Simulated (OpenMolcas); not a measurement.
# HF/cc-pVQZ (RICD fitting, fitting threshold 0.001) run of H2O (water)

Aim: the vertical electron affinity of H2O (water) at HF/cc-pVQZ (RICD fitting, fitting threshold 0.001), from 2 runs. 

The results are computed with OpenMolcas 26.06.

## (1) Starting point

The species is H2O (3 atoms), meant as a singlet with charge 0. SMILES: `O`. The coordinates come from a PBE0-D4/def2-TZVP relaxation.

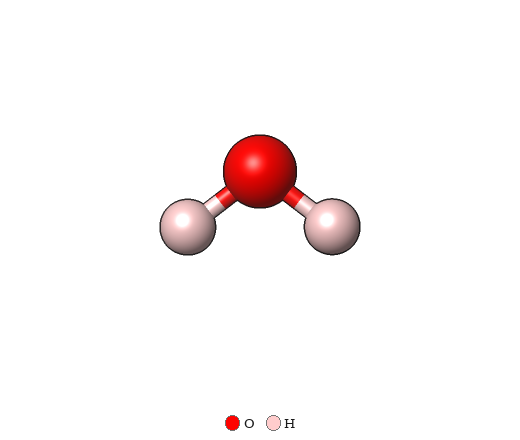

Viewed from a chosen angle; oxygen red, hydrogen pink.

## (2) Energy and forces at HF/cc-pVQZ (RICD fitting, fitting threshold 0.001)

File geom.xyz:

```xyz
3

O     -0.302700     0.200200    -0.140600
H      0.466500     0.548400     0.315300
H     -0.163800    -0.748600    -0.174700
```

File job.input:

```
* H2O Hartree-Fock
&GATEWAY
BasLib=$CurrDir
Coord=geom.xyz
Basis=cc-pVQZ
Group=NoSym
RICD
aCD
CDThreshold=0.001
&SEWARD
&SCF
PrOrbitals=1 1
&ALASKA
```

The basis set cc-pVQZ is read from a file made from the Basis Set Exchange's data (not shown).

The run is started by

```sh
$ export MOLCAS_MEM=1860
$ pymolcas job.input > job.log
```

The program printed:

```text
--- Start Module: gateway ---
[...]
--- Stop Module: gateway /rc=_RC_ALL_IS_WELL_ ---
[...]
      Basis functions          115
[...]
--- Start Module: scf ---
[...]
       Convergence after   9 Iterations
[...]
::    Total SCF energy                                -76.0646801346
[...]
      Total spin, S                                     0.0000000000
[...]
      Total electronic charge=   10.000000
      Total            charge=   -0.000000
[...]
      Dipole Moment (debye):
      Origin of the operator (angstrom)=   -0.2519    0.1666   -0.1170
                   X=  1.5557E+00               Y= -1.0290E+00               Z=  7.2261E-01           Total=  2.0003E+00
      Quadrupole Moment (debye*angstrom):
[...]
--- Stop Module: scf /rc=_RC_ALL_IS_WELL_ ---
[...]
--- Start Module: alaska ---
[...]
 *              Molecular gradients               *
 **************************************************
  Irreducible representation: a
 ------------------------------------------------------------------------------------------
                              X                       Y                       Z
 ------------------------------------------------------------------------------------------
  O1               -2.12252740588936E-02    1.39993789231978E-02   -9.86329181705603E-03
  H2                1.74624134805033E-02    7.06809634478667E-03    1.02535673255522E-02
  H3                3.76286057835273E-03   -2.10674752679849E-02   -3.90275508529964E-04
 ------------------------------------------------------------------------------------------
--- Stop Module: alaska /rc=_RC_ALL_IS_WELL_ ---
[...]
```

Run time: 5.1 s. Hardware: 1 thread of Arm Neoverse V2, shared host; peak memory 0.17 GiB.

## (3) The doublet anion

geom.xyz is that of step 2.

File job.inp:

```
* H2O Hartree-Fock
>>> EXPORT MOLCAS_PRINT=2

&GATEWAY
 BasLib=$CurrDir
 Coord=geom.xyz
 Basis=cc-pVQZ
 Group=NoSym
 RICD
 aCD
 CDThreshold=0.001

&SEWARD

&SCF
 UHF
 Charge=-1
 Spin=2
 PrOrbitals=1 1

&ALASKA
```

The basis set cc-pVQZ is read from a file made from the Basis Set Exchange's data (not shown).

The run is started by

```sh
$ export MOLCAS_MEM=1860
$ pymolcas job.inp > job.log
```

The program printed:

```text
--- Start Module: gateway ---
[...]
--- Stop Module: gateway /rc=_RC_ALL_IS_WELL_ ---
[...]
      Basis functions          115
[...]
--- Start Module: scf ---
[...]
       Convergence after  15 Iterations
[...]
::    Total SCF energy                                -75.9518527116
[...]
      Total spin, S                                     0.5011726217
[...]
      Total electronic charge=   11.000000
      Total            charge=   -1.000000
[...]
      Dipole Moment (debye):
      Origin of the operator (angstrom)=   -0.2519    0.1666   -0.1170
                   X= -8.6247E-01               Y=  5.6976E-01               Z= -4.0068E-01           Total=  1.1086E+00
      Center of Charge (angstrom)
[...]
--- Stop Module: scf /rc=_RC_ALL_IS_WELL_ ---
[...]
--- Start Module: alaska ---
[...]
 *              Molecular gradients               *
 **************************************************
  Irreducible representation: a
 ------------------------------------------------------------------------------------------
                              X                       Y                       Z
 ------------------------------------------------------------------------------------------
  O1                1.16251821105040E-02   -7.71941176062985E-03    5.39356314667816E-03
  H2               -6.08609727073972E-03    3.27734563952342E-03   -2.91056385232835E-03
  H3               -5.53908483973964E-03    4.44206612113307E-03   -2.48299929436274E-03
 ------------------------------------------------------------------------------------------
--- Stop Module: alaska /rc=_RC_ALL_IS_WELL_ ---
[...]
```

It took 8.1 s on 1 thread of Arm Neoverse V2, shared host; peak memory 0.17 GiB.

## (4) Outcome

At HF/cc-pVQZ (RICD fitting, fitting threshold 0.001):

| quantity | value |
| --- | --- |
| singlet H2O: total energy | -76.06468 Eh |
| singlet H2O: dipole moment | 2.00 D |
| singlet H2O: HOMO energy | -13.82 eV |
| singlet H2O: LUMO energy | 3.18 eV |
| singlet H2O: HOMO–LUMO gap | 17.00 eV |
| singlet H2O: largest force on an atom | 1.402 eV/Å |
| doublet anion: total energy | -75.95185 Eh |
| doublet anion: HOMO energy (highest over α and β) | 2.94 eV |
| doublet anion: LUMO energy (lowest over α and β) | 9.21 eV |
| doublet anion: ⟨S²⟩ | 0.752 |
| doublet anion: largest force on an atom | 0.769 eV/Å |
| vertical electron affinity (to the doublet anion) | -3.070 eV |

**Reading.** The anion lies 3.07 eV (296 kJ/mol) above the neutral: the electron isn't bound at this level, and such a value depends on the basis. Without diffuse functions anions come out too high. Hartree–Fock misses the correlation that binds many anions. The largest force (singlet H2O) is 1.40 eV/Å: the shape isn't a stationary point for this species at this level. Mulliken charges (doublet anion) run from -0.39 on H2 to -0.22 on O1; in a basis this large or diffuse they mean little. The HOMO (doublet anion) lies at positive energy, 2.94 eV: the electron is unbound at this level or held by a compact basis; values depend on the basis.
